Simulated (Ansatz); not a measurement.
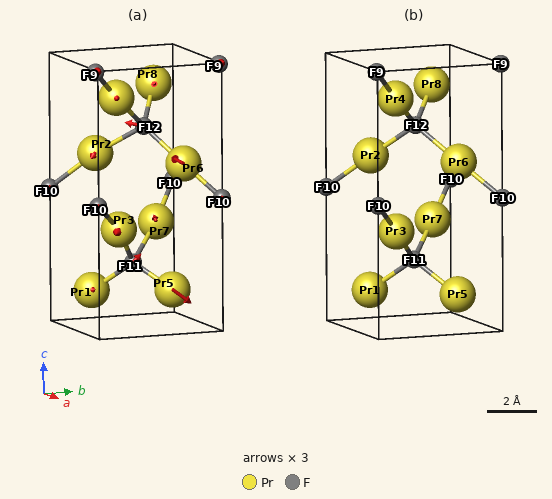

The structure of a crystal of Pr2F (a generated structure, set up in P1) (coarse preliminary run) before (left) and after (right) a relaxation, at one scale. The red arrows give the displacements (the part carried along by the change of the cell is left out), 3 times their true length.

A ball-and-stick model of the cell of the calculation, seen slightly off an axis.

The calculation used Ansatz 0.2.0, DFT PBE, scalar-relativistic, plane waves, PAW; 4f electrons in the core of a trivalent norm-conserving potential. Set-up: plane-wave cutoff 660 eV; k-point mesh 4 × 4 × 2; occupations gaussian; smearing width 0.2 eV; no spin polarisation; cell and atoms relaxed; force threshold 0.025 eV/Å; at most 60 steps.

Q: Summarise the run.

A: The run was cut off at its time limit before the relaxation converged, so the last structure is only a point on the way. The energy falls by 149 meV per atom in 2 geometry steps. The largest force component goes from 3.4 to 0.18 eV/Å. Pressure: 4.26 GPa at the start and 0.27 GPa at the end. Pr5 moves most relative to the cell: 0.35 Å along [0 3 −1]. Largest moves by element: Pr 0.35 Å, F 0.27 Å. The volume changes by +4.0 %, with a 5.343 → 5.556 Å (+4.0 %), b 5.562 → 5.564 Å (0.0 %), c 11.162 → 11.156 Å (−0.1 %), α 90.0° → 90.1°, β 90.9° → 90.3°, γ 91.6° → 90.5°. Among the contacts that change: Pr3–Pr5 3.511 → 3.897 Å, Pr5–F11 2.057 → 2.372 Å, Pr2–Pr6 3.576 → 3.880 Å, Pr2–Pr6 (another image) 3.595 → 3.893 Å. Bond angles that change, for instance: Pr6–F12–Pr8 125.5° → 113.0°, F9–Pr5–F11 164.6° → 176.8°, F10–Pr6–F12 166.0° → 177.7°. The space group stays P1 (No. 1).
